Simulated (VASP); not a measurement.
Band structure of TiO2 (anatase). These are PBE GGA with D4 dispersion, VASP's PBE PAW potentials (set 64) (plane waves; VASP) values and carry that method's errors.

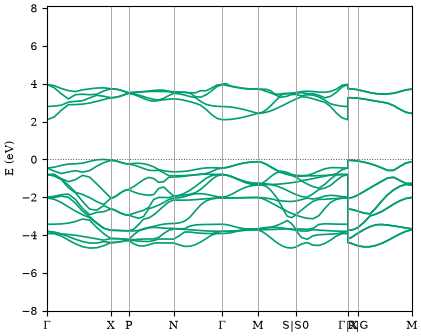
Fig. 1. Bands along high-symmetry lines, zero at the valence-band maximum or, without a gap, the Fermi level

Read the plot: is there a gap, and where are the band edges?

The gap is indirect, 2.10 eV, from the valence maximum at Γ-X at 0.89 to the conduction minimum at Γ. (Edges off the drawn lines would not show.)

The compound is TiO2 in the anatase structure, one of several forms; rutile is the usual stable one. It was relaxed first.
